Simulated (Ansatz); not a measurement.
Consider GaAs in the zinc blende structure (space group F-43m, No. 216; a = 5.746 Å).

Now apply this change: Al replaces 75.0 % of the Ga, ordered in a cell of 8 atoms (starting symmetry P-4m2) and fully relaxed.

The values are results of Ansatz (a first-principles code), PBE, PAW, cutoff 420 eV, scalar-relativistic without spin-orbit coupling, earlier PAW set, not measurements.

The zone is the changed cell's own and can be folded.

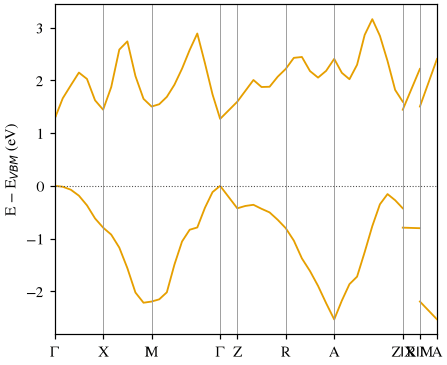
Figure: Highest valence and lowest conduction band along the path of the changed cell's own zone

Problem. Read the changed gap and its character from the plot.

Solution. About 1.3 eV, direct at Γ.

These are small ordered cells, not random alloys; other orderings at the same x differ. No phonon test of stability was made. k-point labels follow each cell's own Brillouin zone.
